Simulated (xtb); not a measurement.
## Geometry relaxation of C$_{6}$H$_{12}$AlO$_{6}$ (charge −3) (part 4 of 4)

The same run, continued: C$_{6}$H$_{12}$AlO$_{6}$, charge −3; GFN2-xTB (xtb 6.7.1 later snapshot). 

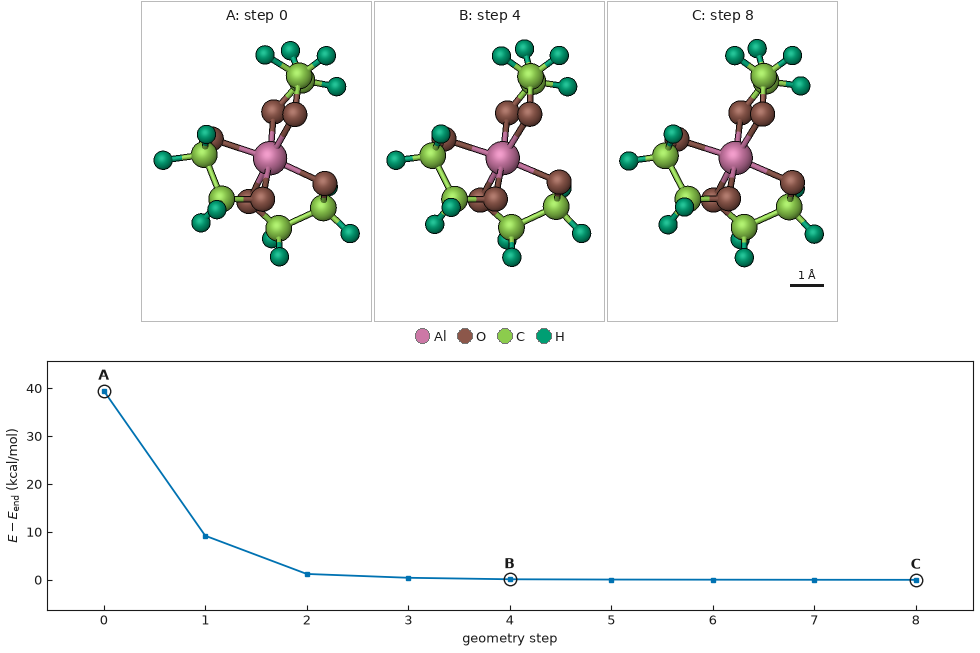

*Frames of the relaxation (ball-and-stick view, seen at a tilt) above the curves, on which the letters mark them (steps are counted from 0).*

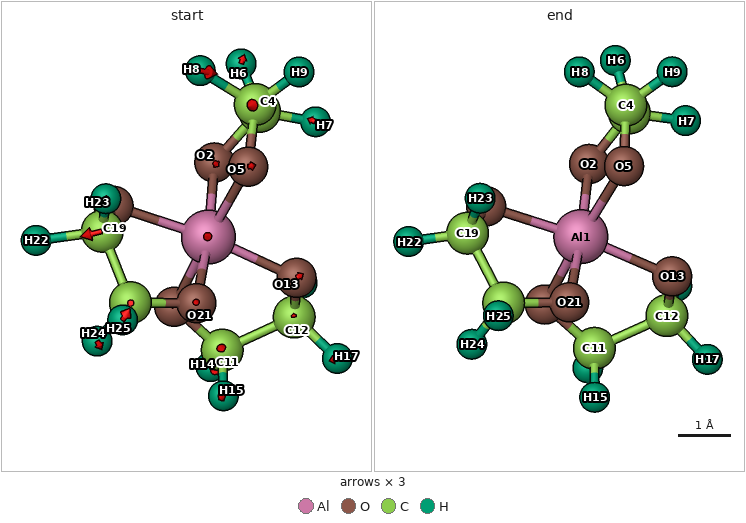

*Before (left) and after (right) the relaxation, at one scale (ball-and-stick view, seen at a tilt). The red arrows give the displacements, magnified 3 times.*

C19 moves most after the best rigid fit: 0.16 Å. By element the largest moves are C 0.16 Å, H 0.15 Å, O 0.07 Å, Al 0.06 Å. Among the contacts that change: C4–H8 1.314 → 1.131 Å, C11–H14 0.997 → 1.154 Å, C19–H22 1.294 → 1.153 Å, C3–C4 1.422 → 1.542 Å. Among the angles that change: O5–C4–H8 100.5° → 112.9°, O18–C19–H23 120.8° → 112.7°, O2–C3–H6 104.3° → 112.3°. The energy falls by 39.5 kcal/mol in 8 geometry steps. (Atoms are counted from 1 in the order of the input.)

## Key numbers

```json
{"quantity": "outcome", "value": "converged"}
{"quantity": "electrons treated", "value": "78"}
{"quantity": "total energy", "value": "−44.822020 hartree"}
{"quantity": "dispersion energy", "value": "−0.028145 hartree"}
{"quantity": "basis functions", "value": "70"}
{"quantity": "HOMO", "value": "2.79 eV"}
{"quantity": "LUMO", "value": "11.37 eV"}
{"quantity": "hardware", "value": "1 thread of Arm Neoverse V1, 24 GiB of memory available, shared host"}
{"quantity": "peak memory", "value": "0.073 GiB"}
```

## Notes

Settings chosen away from the usual ones: method = gfn2-xtb; task = optimise; opt_level = lax; x = {}; partner = base.
